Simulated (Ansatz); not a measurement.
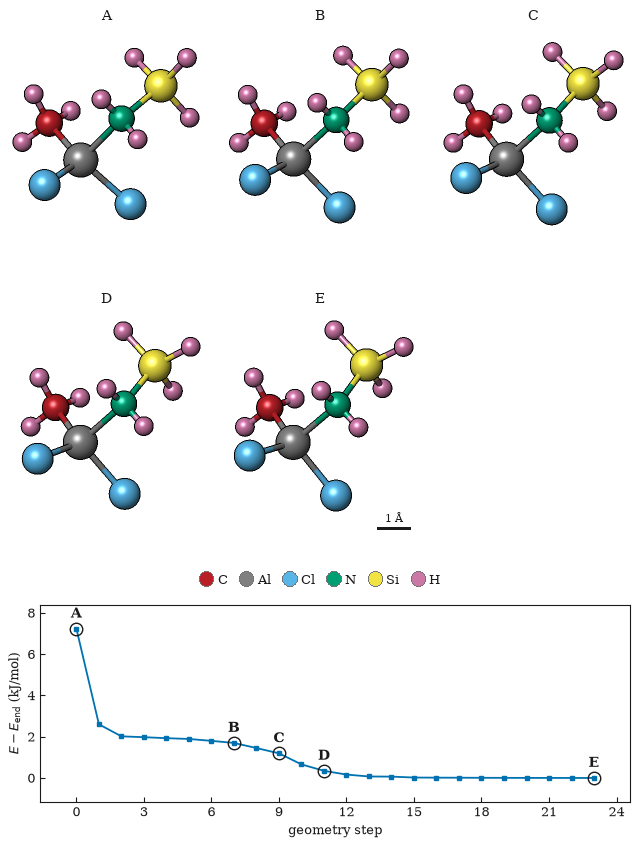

Frames of a relaxation of CH8AlCl2NSi, marked on the history of the run. The picture is a ball-and-stick view, seen from a free direction.

The start comes from PBE-D4/def2-SVP.

Method: RKS PBE0-D4/def2-TZVP (Ansatz). Set-up: force threshold 0.005 eV/Å; at most 150 steps.

What happens along the run?

Over 23 geometry steps the energy falls by 7.24 kJ/mol. Largest force component: 0.57 eV/Å at the start, 0.0043 eV/Å at the end. The forces were under the threshold at step 17, but the run went on from there. The atom that moves furthest after the best rigid fit is an H atom (0.87 Å). By element the largest moves are H 0.87 Å, Cl 0.50 Å, Si 0.25 Å, C 0.25 Å, N 0.14 Å, Al 0.11 Å. Some distances before and after: N–Si 1.827 → 1.794 Å, Al–N 2.063 → 2.032 Å, Al–Cl 2.156 → 2.137 Å, H–Si 1.495 → 1.477 Å. Groups turn about Al–N by about 25°. From step 0 to 7: Cl and H atoms move most (0.20 Å), energy −5.54 kJ/mol. From step 7 to 9: an H atom moves most (0.23 Å), energy −0.50 kJ/mol. From step 9 to 11: an H atom moves most (0.32 Å), energy −0.85 kJ/mol. From step 11 to 23: an H atom moves most (0.14 Å), energy −0.35 kJ/mol.

```json
{"step": "0", "E − E(0), kJ/mol": "0.00", "largest force component, eV/Å": "0.5681"}
{"step": "1", "E − E(0), kJ/mol": "-4.64", "largest force component, eV/Å": "0.1646"}
{"step": "2", "E − E(0), kJ/mol": "-5.22", "largest force component, eV/Å": "0.0594"}
{"step": "3", "E − E(0), kJ/mol": "-5.26", "largest force component, eV/Å": "0.0130"}
{"step": "4", "E − E(0), kJ/mol": "-5.31", "largest force component, eV/Å": "0.0241"}
{"step": "5", "E − E(0), kJ/mol": "-5.35", "largest force component, eV/Å": "0.0354"}
{"step": "6", "E − E(0), kJ/mol": "-5.44", "largest force component, eV/Å": "0.1065"}
{"step": "7", "E − E(0), kJ/mol": "-5.54", "largest force component, eV/Å": "0.1019"}
{"step": "8", "E − E(0), kJ/mol": "-5.79", "largest force component, eV/Å": "0.1874"}
{"step": "9", "E − E(0), kJ/mol": "-6.04", "largest force component, eV/Å": "0.1627"}
{"step": "10", "E − E(0), kJ/mol": "-6.58", "largest force component, eV/Å": "0.0924"}
{"step": "11", "E − E(0), kJ/mol": "-6.89", "largest force component, eV/Å": "0.1252"}
{"step": "12", "E − E(0), kJ/mol": "-7.07", "largest force component, eV/Å": "0.0922"}
{"step": "13", "E − E(0), kJ/mol": "-7.16", "largest force component, eV/Å": "0.0331"}
{"step": "14", "E − E(0), kJ/mol": "-7.17", "largest force component, eV/Å": "0.0423"}
{"step": "15", "E − E(0), kJ/mol": "-7.22", "largest force component, eV/Å": "0.0117"}
{"step": "16", "E − E(0), kJ/mol": "-7.22", "largest force component, eV/Å": "0.0063"}
{"step": "17", "E − E(0), kJ/mol": "-7.22", "largest force component, eV/Å": "0.0029"}
{"step": "18", "E − E(0), kJ/mol": "-7.23", "largest force component, eV/Å": "0.0059"}
{"step": "19", "E − E(0), kJ/mol": "-7.23", "largest force component, eV/Å": "0.0131"}
{"step": "20", "E − E(0), kJ/mol": "-7.23", "largest force component, eV/Å": "0.0090"}
{"step": "21", "E − E(0), kJ/mol": "-7.23", "largest force component, eV/Å": "0.0070"}
{"step": "22", "E − E(0), kJ/mol": "-7.24", "largest force component, eV/Å": "0.0062"}
{"step": "23", "E − E(0), kJ/mol": "-7.24", "largest force component, eV/Å": "0.0043"}
```
